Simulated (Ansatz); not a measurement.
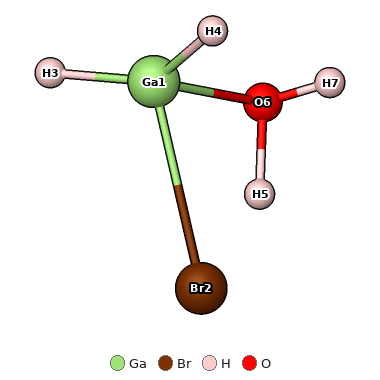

The system is the reacting system BrGaH₄O; the picture shows the reference structure. The first coordinate is: distance Br2–H5 (bond that forms); the second: distance Ga1–Br2 (bond that breaks). Relaxed at each point: all other coordinates. The scan uses a 9 × 9 grid. Points are written as (first, second). All energies are given in kJ/mol relative to a guessed transition structure relaxed with its forming and breaking bonds held. The reference is spin-restricted, so regions where a bond is pulled apart into radicals lie too high. Method: RKS B3LYP-D4/def2-SVP (Ansatz).

Its coordinates:

```yaml
atoms:
  - { symbol: Ga, position_ang: [-1.0031, -0.2419, -0.2513] }
  - { symbol: Br, position_ang: [1.0741, -1.9118, 0.6805] }
  - { symbol: H, position_ang: [-1.2586, -0.6424, -1.7255] }
  - { symbol: H, position_ang: [-1.8149, 0.2123, 0.9936] }
  - { symbol: H, position_ang: [1.3806, -0.0295, 0.1076] }
  - { symbol: O, position_ang: [0.7925, 1.0204, -0.2944] }
  - { symbol: H, position_ang: [0.8293, 1.5929, 0.4895] }
```

Range: distance Br2–H5 (bond that forms) from 1.359 to 3.159 Å; distance Ga1–Br2 (bond that breaks) from 2.178 to 3.378 Å.

Q: What landscape does the calculation give?

A: The lowest grid point is at (2.615 Å, 2.390 Å), −106 kJ/mol from a guessed transition structure relaxed with its forming and breaking bonds held. No other kind of well shows on this grid. The highest grid point, (1.359 Å, 2.178 Å), lies 246 kJ/mol above the lowest.

| second ↓, first → | 1.359 | 1.493 | 1.677 | 1.887 | 2.116 | 2.359 | 2.615 | 2.882 | 3.159 |
| --- | --- | --- | --- | --- | --- | --- | --- | --- | --- |
| 3.378 | 20 | 6 | 10 | 7 | 9 | 16 | 26 | 16 | 9 |
| 3.194 | 20 | 5 | 1 | −9 | −12 | −8 | 0 | −2 | −9 |
| 3.016 | 21 | 4 | −10 | −27 | −34 | −33 | −28 | −25 | −31 |
| 2.845 | 25 | 3 | −21 | −46 | −57 | −59 | −56 | −51 | −54 |
| 2.683 | 32 | 5 | −31 | −62 | −77 | −81 | −80 | −77 | −77 |
| 2.530 | 45 | 11 | −36 | −72 | −90 | −97 | −99 | −97 | −95 |
| 2.390 | 68 | 25 | −30 | −71 | −93 | −103 | −106 | −105 | −104 |
| 2.267 | 102 | 51 | −12 | −57 | −81 | −93 | −98 | −99 | −98 |
| 2.178 | 140 | 82 | 15 | −33 | −60 | −73 | −79 | −81 | −81 |

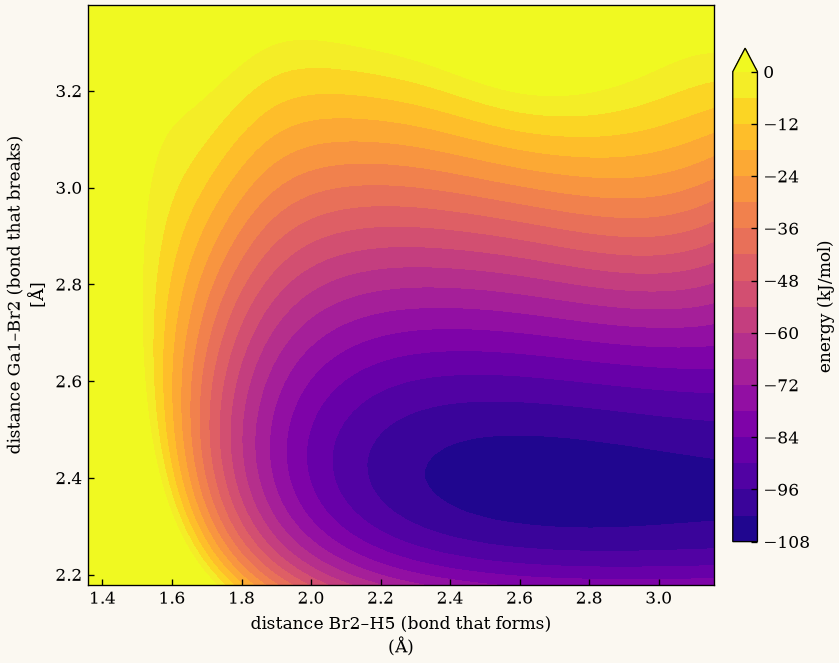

Drawn: filled contours, one colour for all values above the top of the scale. Between grid points the surface is interpolated.

Each point was launched as `ansatz run input.yaml --threads 1 --pin off --max-ram 2560MiB --backend cpu --events-out ev --progress --plain --runs-dir out`. The whole map (81 points run) took 32 min on 1 thread of Arm Neoverse V1, with other jobs on the host.
